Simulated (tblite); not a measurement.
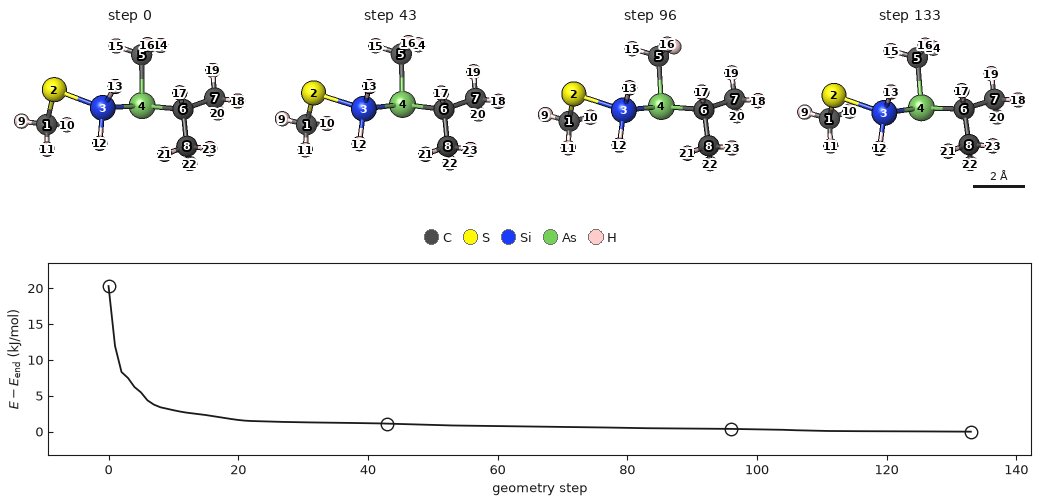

Frames of a relaxation of C$_{5}$H$_{15}$AsSSi, marked on the history of the run. Style: ball-and-stick. Shown at a tilt.

Theory: tblite, GFN2-xTB geometry optimisation, gas phase. 

### What happens along the run?

After 133 geometry steps the energy has fallen by 20.3 kJ/mol. The largest move after the best rigid fit is that of H10, 0.55 Å. By element the largest moves are H 0.55 Å, S 0.35 Å, C 0.29 Å, Si 0.26 Å, As 0.13 Å. Some distances before and after: C1–H10 1.117 → 1.091 Å, S2–Si3 2.135 → 2.158 Å, C1–H11 1.110 → 1.087 Å, C6–H17 1.119 → 1.097 Å. Bond angles that change, for instance: As4–Si3–H13 109.0° → 118.1°, S2–Si3–H13 109.8° → 101.0°, S2–Si3–H12 109.9° → 105.1°. From step 0 to 43: H13 moves most (0.24 Å), energy −19.2 kJ/mol. From step 43 to 96: H10 moves most (0.28 Å), energy −0.74 kJ/mol. From step 96 to 133: H10 moves most (0.24 Å), energy −0.39 kJ/mol.

```
step  E − E(0), kJ/mol
   0              0.00
   1             -8.35
   2            -11.98
   3            -12.82
   4            -14.08
   5            -14.82
   6            -15.94
   7            -16.53
   8            -16.90
   9            -17.11
  10            -17.31
  16            -18.13
  23            -18.85
  29            -18.98
  36            -19.07
  42            -19.16
  49            -19.34
  55            -19.46
  62            -19.55
  68            -19.61
  75            -19.69
  81            -19.80
  88            -19.85
  94            -19.89
 101            -19.99
 107            -20.13
 114            -20.23
 120            -20.25
 127            -20.28
 133            -20.31
```
